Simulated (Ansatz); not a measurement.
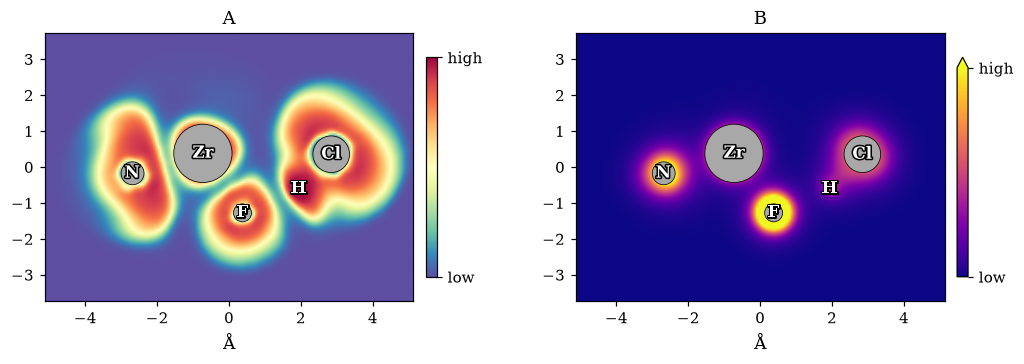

FH$_{4}$NO$_{2}$Zr···HCl: 2 fields on the plane of atoms N3, Zr1 and F10, with unlabelled colour scales. Grey discs cover the atomic cores.

Core potentials replace the inner electrons of Zr.

Computed with RKS PBE/def2-SVP in Ansatz.

Q: Which field does each panel show? The fields are: electron density and electron localisation function.

A: Panel A: electron localisation function. Panel B: electron density. From the grid: F10···H11 (1.69 Å): the density falls to about 0.29 e/Å³ on the way; the ELF dips to about 0.15 between them. Zr–F (1.99 Å): the density is about 0.76 e/Å³ at the midpoint; the ELF peaks at about 0.85 in the valence shell of F, 0.5 Å from its nucleus, and drops to about 0.15 between the two atoms.
